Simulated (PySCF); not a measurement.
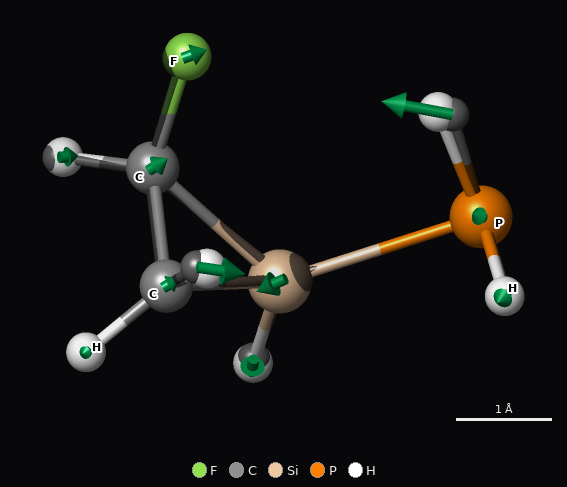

A relaxation of C$_{2}$H$_{6}$FPSi. The starting structure is drawn faded, the final one solid; green arrows show the displacements, 5 times their true length. The two geometries are superimposed by the best rigid fit.

Style: ball-and-stick. Shown at a tilt.

The start comes from GFN2-xTB. Its atoms were then displaced at random by about 0.01 Å.

All numbers below come from PBE0-D3(BJ)/def2-SVP geometry optimisation, gas phase (PySCF). 

Q: Atoms of which element are displaced furthest, and by how much?

A: Hydrogen: up to 0.15 Å, against 0.07 Å for silicon.

Q: What happened in the run?

A: After 5 geometry steps the energy has fallen by 3.86 kcal/mol. The largest move after the best rigid fit is that of an H atom, 0.15 Å. By element the largest moves are H 0.15 Å, Si 0.07 Å, F 0.05 Å, C 0.05 Å, P 0.04 Å. Among the contacts that change: P–Si 2.190 → 2.246 Å, C–H 1.048 → 1.096 Å, H–P 1.386 → 1.429 Å, C–Si 1.915 → 1.875 Å. Bond angles that change, for instance: C–Si–H 113.1° → 118.5°, Si–C–H 126.6° → 121.4°, C–Si–H 113.3° → 118.5°.
